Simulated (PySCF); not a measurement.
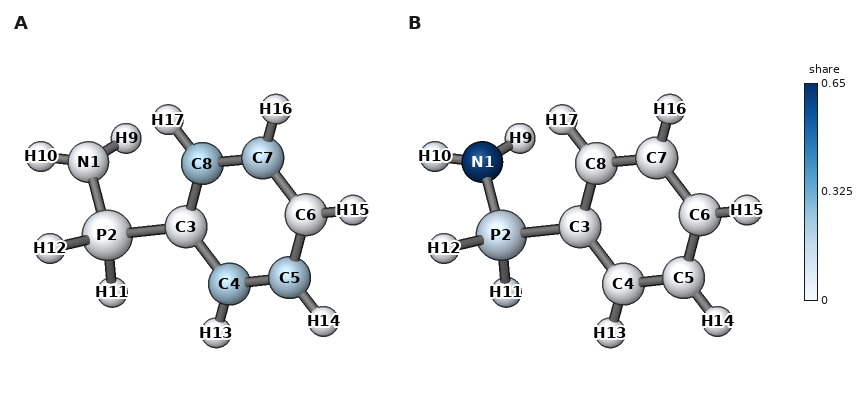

Each panel colours the atoms by their Löwdin share in one orbital (up to four of the largest shares; other atoms are shown as zero). The species has charge +1 and is a spin singlet. The geometry was computed by an optimisation with GFN2-xTB. No frequency run is at hand to confirm it as a minimum. Method: PBE0/def2-SVPD (PySCF 2.14.0).

The panels show the HOMO−2, HOMO, in some order. Which is which?

Answer. A: HOMO, −11.70 eV; C8 0.22, C4 0.21, C5 0.20, C7 0.19
B: HOMO−2, −13.54 eV; N1 0.63, P2 0.14, H11 0.07, H10 0.05

The geometry is semi-empirical. Around P such bond lengths and angles can be off by a tenth of an ångström or more and by several degrees, and values that hang on the shape move with them.
